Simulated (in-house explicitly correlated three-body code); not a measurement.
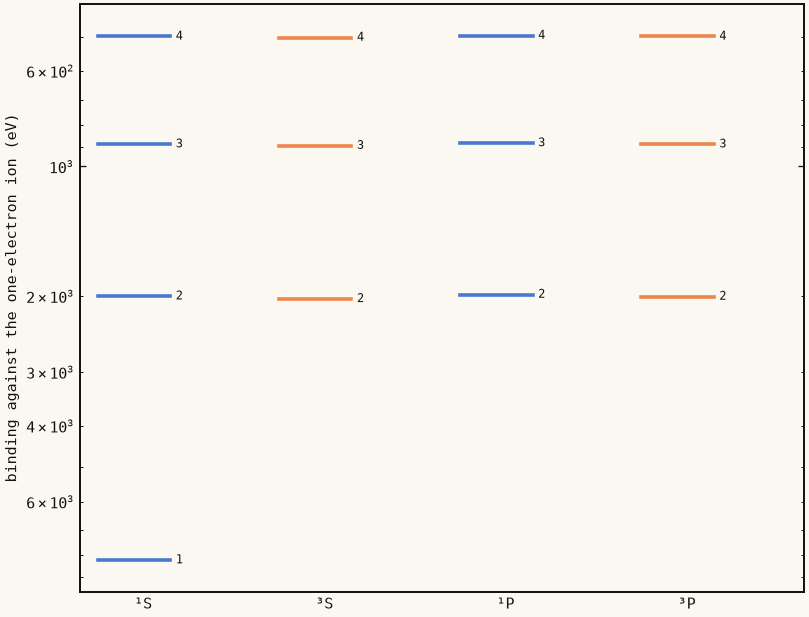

Two electrons around a point charge Z = 25.186. Computed variationally in 260 exponentially correlated functions with an in-house code, non-relativistic, converged to about 10⁻⁸ of the energy. The plot shows the bound S and P states that converged, by term and principal number n, on a logarithmic scale of binding.

**How do singlets and triplets lie?**

The ground state is bound by 8207 eV. The n = 2 states drawn run, from the deepest, 2 ³S (2030 eV), 2 ³P (2005 eV), 2 ¹S (2002 eV), 2 ¹P (1984 eV). Exchange puts 2 ³S below 2 ¹S by 28.3 eV and 2 ³P below 2 ¹P by 21.2 eV. Quantum defects n − (Z − 1)/√(2 E(binding)): 2 ³S 0.020, 2 ³P 0.008, 2 ¹S 0.006, 2 ¹P −0.003.
